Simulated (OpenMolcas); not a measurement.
# One shape, several levels: CH5GaO (SMILES C[O][GaH2])

Wanted: a comparison of 6 runs (HF/STO-3G, HF/cc-pVDZ, B2PLYP/cc-pVDZ, B3LYP/cc-pVDZ, PBE/cc-pVDZ, PBE0/cc-pVDZ) of CH5GaO. 

The calculation is run with OpenMolcas 26.06.

## 1. The structure to begin with

CH5GaO: 8 atoms, total charge 0, spin state singlet. SMILES: `C[O][GaH2]`. The C1–H4 distance was set to 1.425 Å, away from the relaxed value.

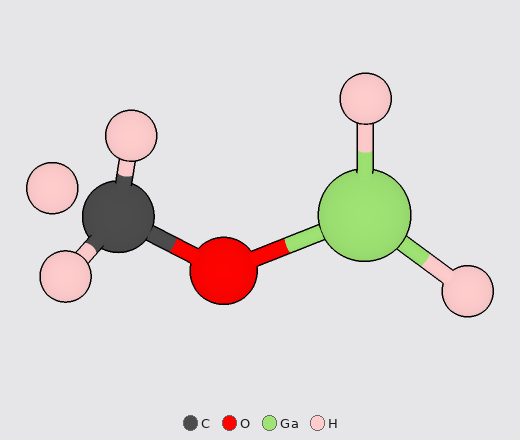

Viewed from a chosen angle; carbon dark grey, oxygen red, gallium green, hydrogen pink.

## 2. The energy at HF/STO-3G (run 1)

input.xyz reads:

```xyz
8

C     -0.441795     0.975780    -0.144614
O     -0.530295    -0.270320     0.491786
Ga     0.878205    -1.298820     0.857586
H     -1.200200     0.962000    -1.350600
H      0.589205     1.259380    -0.398314
H     -0.855595     1.757380     0.502586
H      2.268905    -0.729620     0.421186
H      0.516705    -2.633520     1.568386
```

test.inp reads:

```
* CH5GaO Hartree-Fock
>>> EXPORT MOLCAS_PRINT=2

&GATEWAY
 BASLIB
 $CurrDir
 COORD
 input.xyz
 BASIS
 STO-3G
 GROUP
 NoSym

&SEWARD

&SCF
 THRESHOLDS
 1e-10 1e-07 1e-07 1e-05
 PRORBITALS
 0
```

The basis set STO-3G is read from a file made from the Basis Set Exchange's data (not shown).

Run with:

```console
export MOLCAS_MEM=1860
pymolcas test.inp > test.log
```

The program printed:

```text
--- Start Module: gateway ---
[...]
--- Stop Module: gateway /rc=_RC_ALL_IS_WELL_ ---
--- Start Module: seward ---
[...]
      Basis functions           33
--- Stop Module: seward /rc=_RC_ALL_IS_WELL_ ---
--- Start Module: scf ---
[...]
       Convergence after  18 Iterations
[...]
::    Total SCF energy                              -2014.9758553580
[...]
      Total spin, S                                     0.0000000000
[...]
      Total electronic charge=   50.000000
      Total            charge=   -0.000000
[...]
      Dipole Moment (debye):
      Origin of the operator (angstrom)=    0.4715   -0.7995    0.6472
                   X=  9.4965E-01               Y=  2.8125E-01               Z= -4.8073E-02           Total=  9.9159E-01
      Quadrupole Moment (debye*angstrom):
[...]
--- Stop Module: scf /rc=_RC_ALL_IS_WELL_ ---
[...]
```

Wall time 1.2 s (1 thread of Intel Xeon 6975P-C (Granite Rapids), shared host); peak memory 0.37 GiB.

## 3. A single-point energy at HF/cc-pVDZ (run 2)

calc.inp reads:

```
* CH5GaO Hartree-Fock
>>> EXPORT MOLCAS_PRINT=2

&GATEWAY
  BASLIB = $CurrDir
  COORD
  8
  angstrom
  C       -0.441795       0.975780      -0.144614
  O       -0.530295      -0.270320       0.491786
  Ga       0.878205      -1.298820       0.857586
  H       -1.200200       0.962000      -1.350600
  H        0.589205       1.259380      -0.398314
  H       -0.855595       1.757380       0.502586
  H        2.268905      -0.729620       0.421186
  H        0.516705      -2.633520       1.568386
  BASIS = cc-pVDZ
  GROUP = NoSym

&SEWARD

&SCF
  THRESHOLDS = 1e-10 1e-07 1e-07 1e-05
  PRORBITALS = 1
```

The basis set cc-pVDZ is read from a file made from the Basis Set Exchange's data (not shown).

Run with:

```console
export MOLCAS_MEM=1860
pymolcas calc.inp > calc.log
```

The program printed:

```text
--- Start Module: gateway ---
[...]
--- Stop Module: gateway /rc=_RC_ALL_IS_WELL_ ---
--- Start Module: seward ---
[...]
      Basis functions           80
--- Stop Module: seward /rc=_RC_ALL_IS_WELL_ ---
[...]
--- Start Module: scf ---
[...]
       Convergence after  12 Iterations
[...]
::    Total SCF energy                              -2038.8172678038
[...]
      Total spin, S                                     0.0000000000
[...]
      Total electronic charge=   50.000000
      Total            charge=   -0.000000
[...]
      Dipole Moment (debye):
      Origin of the operator (angstrom)=    0.4715   -0.7995    0.6472
                   X=  1.7206E+00               Y=  5.8900E-02               Z=  2.5511E-01           Total=  1.7404E+00
      Quadrupole Moment (debye*angstrom):
[...]
--- Stop Module: scf /rc=_RC_ALL_IS_WELL_ ---
[...]
```

Run time: 4.2 s. Hardware: 1 thread of Intel Xeon 6975P-C (Granite Rapids), shared host; peak memory 0.45 GiB.

Runs 3 to 4 aren't shown in full; the table further down has their settings and results.

## 4. A single-point energy at PBE/cc-pVDZ (run 5)

job.inp reads:

```
* CH5GaO Kohn-Sham DFT

&gateway
  baslib = $CurrDir
  coord
  8
  angstrom
  C       -0.441795       0.975780      -0.144614
  O       -0.530295      -0.270320       0.491786
  Ga       0.878205      -1.298820       0.857586
  H       -1.200200       0.962000      -1.350600
  H        0.589205       1.259380      -0.398314
  H       -0.855595       1.757380       0.502586
  H        2.268905      -0.729620       0.421186
  H        0.516705      -2.633520       1.568386
  basis = cc-pVDZ
  group = NoSym

&seward
  gridinput
  Grid=UltraFine
  End of Grid

&scf
  ksdft = PBE
  thresholds = 1e-10 1e-07 1e-07 1e-05
  prorbitals = 1
```

The basis set cc-pVDZ is read from a file made from the Basis Set Exchange's data (not shown).

Run with:

```console
export MOLCAS_MEM=1860
pymolcas job.inp > job.log
```

The program printed:

```text
--- Start Module: gateway ---
[...]
--- Stop Module: gateway /rc=_RC_ALL_IS_WELL_ ---
--- Start Module: seward ---
[...]
      Basis functions           80
--- Stop Module: seward /rc=_RC_ALL_IS_WELL_ ---
[...]
--- Start Module: scf ---
[...]
       Convergence after  15 Iterations
[...]
::    Total KS-DFT energy                           -2040.6859819839
[...]
      Total spin, S                                     0.0000000000
[...]
      Total electronic charge=   50.000000
      Total            charge=   -0.000000
[...]
      Dipole Moment (debye):
      Origin of the operator (angstrom)=    0.4715   -0.7995    0.6472
                   X=  1.1132E+00               Y=  2.3309E-01               Z=  1.1793E-01           Total=  1.1434E+00
      Quadrupole Moment (debye*angstrom):
[...]
--- Stop Module: scf /rc=_RC_ALL_IS_WELL_ ---
[...]
```

Run time: 19 s. Hardware: 1 thread of Intel Xeon 6975P-C (Granite Rapids), shared host; peak memory 0.45 GiB.

## 5. The energy at PBE0/cc-pVDZ (run 6)

run.inp reads:

```
>>> EXPORT MOLCAS_PRINT=2

&GATEWAY
  BasLib = $CurrDir
  Coord
  8
  angstrom
  C       -0.441795       0.975780      -0.144614
  O       -0.530295      -0.270320       0.491786
  Ga       0.878205      -1.298820       0.857586
  H       -1.200200       0.962000      -1.350600
  H        0.589205       1.259380      -0.398314
  H       -0.855595       1.757380       0.502586
  H        2.268905      -0.729620       0.421186
  H        0.516705      -2.633520       1.568386
  Basis = cc-pVDZ
  Group = NoSym

&SEWARD
  GridInput
  Grid=UltraFine
  End of Grid

&SCF
  KSDFT = PBE0
  Thresholds = 1e-10 1e-07 1e-07 1e-05
  PrOrbitals = 1 2
```

The basis set cc-pVDZ is read from a file made from the Basis Set Exchange's data (not shown).

Run with:

```console
export MOLCAS_MEM=1860
pymolcas run.inp > run.log
```

The program printed:

```text
--- Start Module: gateway ---
[...]
--- Stop Module: gateway /rc=_RC_ALL_IS_WELL_ ---
--- Start Module: seward ---
[...]
      Basis functions           80
--- Stop Module: seward /rc=_RC_ALL_IS_WELL_ ---
[...]
--- Start Module: scf ---
[...]
       Convergence after  13 Iterations
[...]
::    Total KS-DFT energy                           -2040.7333807848
[...]
      Total spin, S                                     0.0000000000
[...]
      Total electronic charge=   50.000000
      Total            charge=   -0.000000
[...]
      Dipole Moment (debye):
      Origin of the operator (angstrom)=    0.4715   -0.7995    0.6472
                   X=  1.3242E+00               Y=  1.4800E-01               Z=  1.4510E-01           Total=  1.3403E+00
      Quadrupole Moment (debye*angstrom):
[...]
--- Stop Module: scf /rc=_RC_ALL_IS_WELL_ ---
[...]
```

Run time: 16 s. Hardware: 1 thread of Intel Xeon 6975P-C (Granite Rapids), shared host; peak memory 0.45 GiB.

## 6. Overview of the runs

```
run           level  frozen core orbitals  integration grid   energy (Eh)  dipole moment (D)  HOMO energy (eV)  LUMO energy (eV)  wall time
  1       HF/STO-3G                     –                 –  -2014.975855               0.99             -7.36              5.27      1.2 s
  2      HF/cc-pVDZ                     –                 –  -2038.817268               1.74            -10.91              1.46      4.2 s
  3  B2PLYP/cc-pVDZ                    11         UltraFine  -2040.593058               1.51             -8.78             -0.25       16 s
  4   B3LYP/cc-pVDZ                     –         UltraFine  -2041.174661               1.31             -7.32             -1.49       17 s
  5     PBE/cc-pVDZ                     –         UltraFine  -2040.685982               1.14             -6.21             -1.99       19 s
  6    PBE0/cc-pVDZ                     –         UltraFine  -2040.733381               1.34             -7.54             -1.22       16 s
```

## 7. Summary of results

| quantity | value |
| --- | --- |
| run 6: total energy | -2040.73338 Eh |
| run 6: dipole moment | 1.34 D |
| run 6: HOMO energy | -7.54 eV |
| run 6: LUMO energy | -1.22 eV |
| run 6: HOMO–LUMO gap | 6.32 eV |

In words: The dipole moment (its size) runs from 0.99 D (HF/STO-3G) to 1.74 D (HF/cc-pVDZ). The HOMO–LUMO gap runs from 4.22 eV (PBE/cc-pVDZ) to 12.62 eV (HF/STO-3G). The two ends differ in method and basis. For B2PLYP the log adds the whole second-order term; the table takes 0.27 of it, as the functional is defined. Totals of different functionals can't be ranked against each other. In run 1 the basis is minimal, so the values are rough. All runs together took 73 s, the longest 19 s.
